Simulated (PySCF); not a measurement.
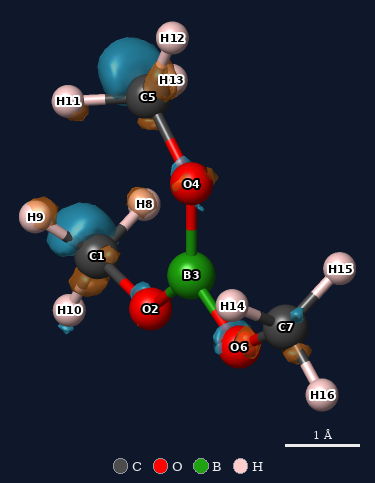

*C$_{3}$H$_{9}$BO$_{3}$, SMILES `COB(OC)OC`. Fukui function f⁺ = ρ(N+1) − ρ(N) at fixed geometry, surfaces at ±0.03 e/Å³ (light blue positive, orange negative).*

Method: PBE0/def2-SVP; geometry: GFN2-xTB; program: PySCF. No frequency check shows the geometry to be a minimum.

**On which atoms does the density change most on addition of an electron?**

f⁺ (Hirshfeld-condensed) is largest on H11 (0.11), H8 (0.10) and H13 (0.10); the vertical electron affinity is −2.96 eV (the stability of the anion's solution wasn't checked; negative, but this basis has no diffuse functions, so it doesn't show that the anion is unbound). Condensed values hint at sites of nucleophilic attack but needn't mark the atom that reacts. Shares this close don't rank the sites. Orbital relaxation makes it negative in places (0.14 e in all).

```
atom     f⁺  charge
  C1  +0.07   −0.03
  O2  +0.03   −0.18
  B3  +0.09   +0.26
  O4  +0.03   −0.18
  C5  +0.08   −0.03
  O6  +0.02   −0.19
  C7  +0.02   −0.04
  H8  +0.10   +0.04
  H9  +0.10   +0.04
 H10  +0.07   +0.05
 H11  +0.11   +0.04
 H12  +0.09   +0.05
 H13  +0.10   +0.04
 H14  +0.03   +0.04
 H15  +0.03   +0.04
 H16  +0.03   +0.04
```
